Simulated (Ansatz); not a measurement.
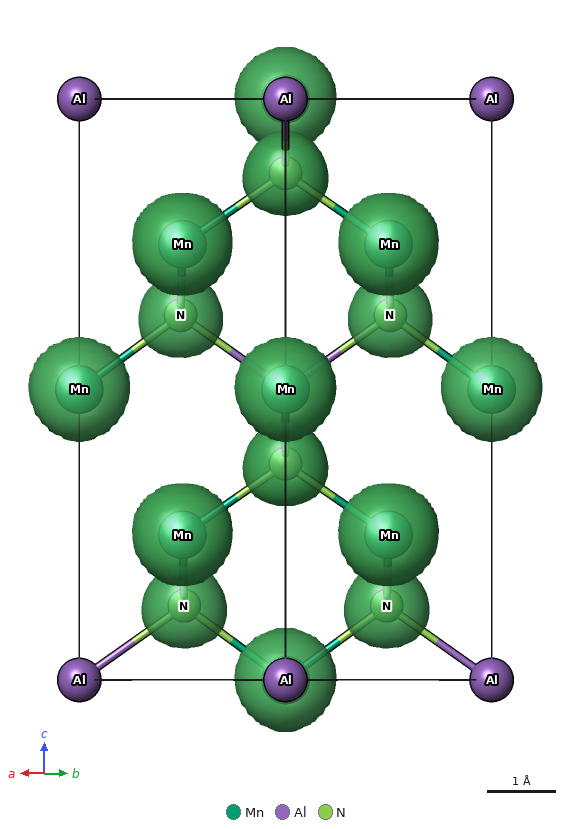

Figure 1: Mn3AlN4. Isosurface of the valence electron density at 1.5 e/Å³ (green), seen along [110]. Sticks mark near contacts.

Space group I-42m; a generated structure, not necessarily the stable one; computed without spin polarisation.

The calculation used Ansatz 0.2.0, DFT PBE, scalar-relativistic, plane waves, PAW.

Core electrons are frozen (PAW), and the valence fields are smoothed inside the atomic spheres.

How is the density connected at this value?

Answer. At this value the density breaks into separate islands; it holds about 65 % of the electrons treated as valence (semicore included). It bridges none of the near contacts. It is pinched off along the sampled Mn–N (1.85 Å) and Al–N (1.90 Å) contacts. On the grid the lowest density along these lines, outside the cores, is 0.97 e/Å³ (Mn–N, 1.85 Å) and 0.54 e/Å³ (Al–N, 1.90 Å).
